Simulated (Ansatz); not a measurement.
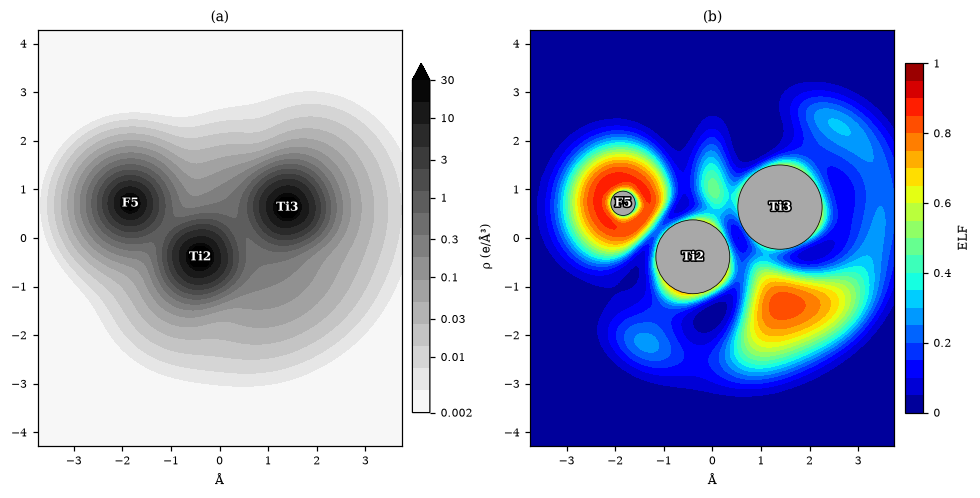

*FTi···FTi2 (quintet). (a) total electron density; (b) ELF on the plane of atoms Ti3, Ti2 and F5. Grey discs cover the atomic cores in the ELF map.*

Geometry: PBE0-D4/def2-SVP; ⟨S²⟩ = 6.17, above the pure value of 6.00.

All numbers below come from UKS PBE0-D4/def2-TZVP (Ansatz 0.2.0).

Input file:

```
crystal:
  periodic: [false, false, false]
  atoms:
    - {symbol: Ti, position_ang: [-1.242497, -0.203787, 0.676342]}
    - {symbol: Ti, position_ang: [0.999715, -0.062293, -0.903725]}
    - {symbol: Ti, position_ang: [1.411720, -0.298514, 1.105076]}
    - {symbol: F, position_ang: [-2.920526, -0.861957, 0.727253]}
    - {symbol: F, position_ang: [1.751578, 1.426541, -1.604945]}
basis:
  gaussian: {orbitals: def2-TZVP, initial_orbitals: start.molden}
magnetization: {spin_polarized: true, initial_magnetization: 4}
hamiltonian: {xc: pbe0, dispersion: d4}
scf: {omitted_lower_state_checks: [starts]}
output: {orbitals: {seedname: orbitals}}
```

Run with:

```sh
ansatz run in.yaml --threads 4 --pin off --events-out ev --progress --plain --max-ram 4787MiB
```

> Describe what can be read from this map.

The plane passes through Ti and F nuclei. Ti–F (1.81 Å): ρ is about 0.95 e/Å³ halfway; the ELF peaks at about 0.85 in the valence shell of F, 0.5 Å from its nucleus, and drops to about 0.20 between the two atoms. Ti–Ti (2.06 Å): ρ at the midpoint is about 0.67 e/Å³; the ELF is about 0.10 at the midpoint.
